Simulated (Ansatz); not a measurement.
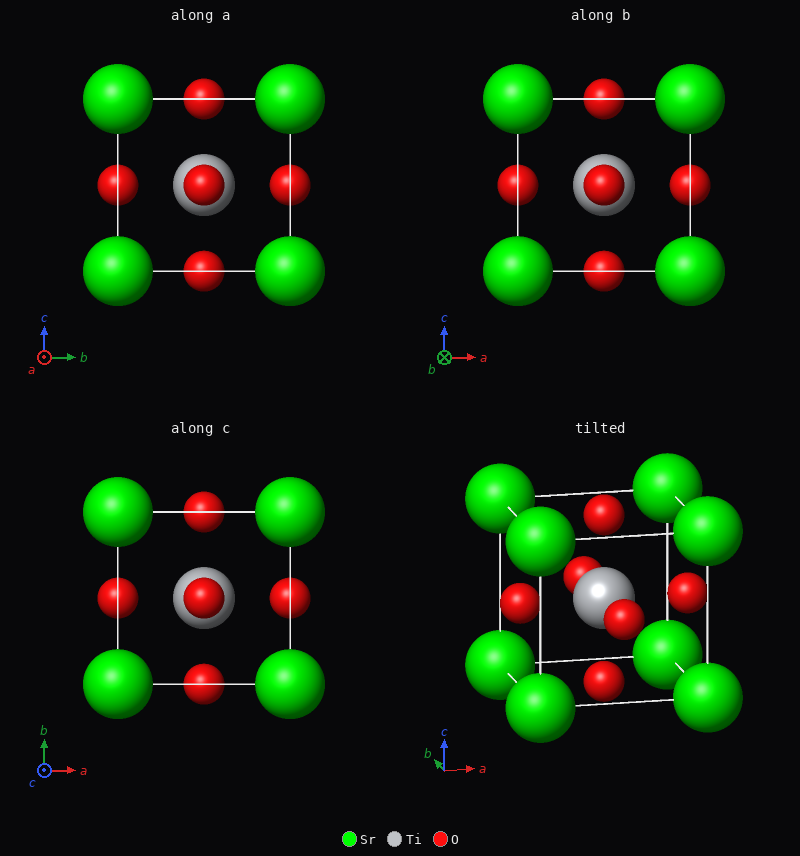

The crystal in a spheres-only representation, seen along the a axis, along the b axis, along the c axis and slightly off an axis. Lines trace the edges of the conventional unit cell.

Lattice parameters: a = 3.9132 Å, b = 3.9132 Å, c = 3.9132 Å, α = 90.000°, β = 90.000°, γ = 90.000°.

Set out the cell and atoms as a CIF with its space group and independent sites.

Answer.
```cif
data_structure
_symmetry_space_group_name_H-M 'P m -3 m'
_symmetry_Int_Tables_number 221
_cell_length_a 3.9132
_cell_length_b 3.9132
_cell_length_c 3.9132
_cell_angle_alpha 90.000
_cell_angle_beta 90.000
_cell_angle_gamma 90.000
_cell_volume 59.92
loop_
_atom_site_label
_atom_site_type_symbol
_atom_site_symmetry_multiplicity
_atom_site_Wyckoff_symbol
_atom_site_fract_x
_atom_site_fract_y
_atom_site_fract_z
_atom_site_occupancy
Sr1 Sr 1 a 0.0000 0.0000 0.0000 1
Ti1 Ti 1 b 0.5000 0.5000 0.5000 1
O1 O 3 c 0.5000 0.5000 0.0000 1
```

Origin of the cell: a structure type filled with these elements by a generator (whether the compound takes this form wasn't checked). Earlier steps of the study, as a rule a relaxation of our own, may have changed the cell and positions, so they can lie some per cent off the listed ones. Ansatz was used for an electronic-structure calculation on it.
